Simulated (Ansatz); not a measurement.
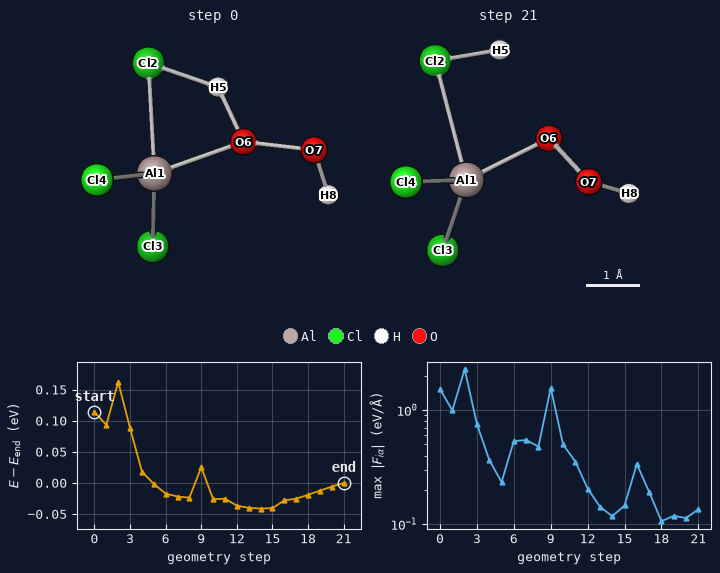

First and last geometry of a saddle-point search of AlH2O2Cl3, with the history of the run. A ball-and-stick model, seen face on.

Level of theory: Ansatz, RKS PBE0-D4/def2-SVP.

The input:
```yaml
crystal:
  periodic: [false, false, false]
  atoms:
    - {symbol: Al, position_ang: [-0.611200, -0.859600, -0.162300]}
    - {symbol: Cl, position_ang: [-1.988400, 0.913000, -0.546600]}
    - {symbol: Cl, position_ang: [0.044900, -1.661000, -1.920800]}
    - {symbol: Cl, position_ang: [-1.293100, -1.954200, 1.409000]}
    - {symbol: H, position_ang: [-0.598500, 1.204100, -0.027100]}
    - {symbol: O, position_ang: [0.442200, 0.552200, 0.297500]}
    - {symbol: O, position_ang: [1.660900, 1.123200, 0.738500]}
    - {symbol: H, position_ang: [2.343300, 0.682300, 0.211900]}
basis:
  gaussian: {orbitals: def2-SVP}
hamiltonian: {xc: pbe0, dispersion: d4}
saddle:
  max_steps: 30
```

Launched with:
```bash
ansatz run in.yaml --threads 8 --pin off --events-out ev --progress --plain --max-ram 19148MiB
```

Q: Read the history and describe the run.

A: The run was cut off at its time limit before the relaxation converged, so the last structure is only a point on the way. The input was poor on purpose: no mode guess. The largest move after the best rigid fit is that of H5, 0.79 Å. By element the largest moves are H 0.79 Å, O 0.78 Å, Al 0.35 Å, Cl 0.28 Å. Near-neighbour distances that change, for instance: H5–O6 1.270 → 2.019 Å, Al1–Cl2 2.277 → 2.546 Å, Cl2–H5 1.512 → 1.310 Å, Al1–Cl4 2.033 → 2.090 Å. Among the angles between lasting bonds that change: Al1–O6–O7 152.8° → 102.6°, Al1–Cl2–H5 62.4° → 78.7°, Cl3–Al1–O6 109.6° → 118.9°. Groups turn about O6–O7 by about 80°. The energy falls by 0.114 eV in 21 geometry steps. Largest force component: 1.5 eV/Å at the start, 0.13 eV/Å at the end. The run took 2.5 min on 8 threads of Intel Xeon @ 2.50GHz (shared host).

| step | E − E(0), eV | largest force component, eV/Å |
| --- | --- | --- |
| 0 | 0.0000 | 1.5257 |
| 1 | -0.0206 | 0.9938 |
| 2 | 0.0484 | 2.2767 |
| 3 | -0.0259 | 0.7520 |
| 4 | -0.0956 | 0.3653 |
| 5 | -0.1156 | 0.2340 |
| 6 | -0.1311 | 0.5353 |
| 7 | -0.1358 | 0.5465 |
| 8 | -0.1376 | 0.4797 |
| 9 | -0.0887 | 1.5669 |
| 10 | -0.1401 | 0.4999 |
| 11 | -0.1392 | 0.3535 |
| 12 | -0.1505 | 0.2050 |
| 13 | -0.1539 | 0.1425 |
| 14 | -0.1551 | 0.1173 |
| 15 | -0.1544 | 0.1459 |
| 16 | -0.1418 | 0.3366 |
| 17 | -0.1393 | 0.1920 |
| 18 | -0.1329 | 0.1061 |
| 19 | -0.1262 | 0.1184 |
| 20 | -0.1198 | 0.1132 |
| 21 | -0.1140 | 0.1350 |
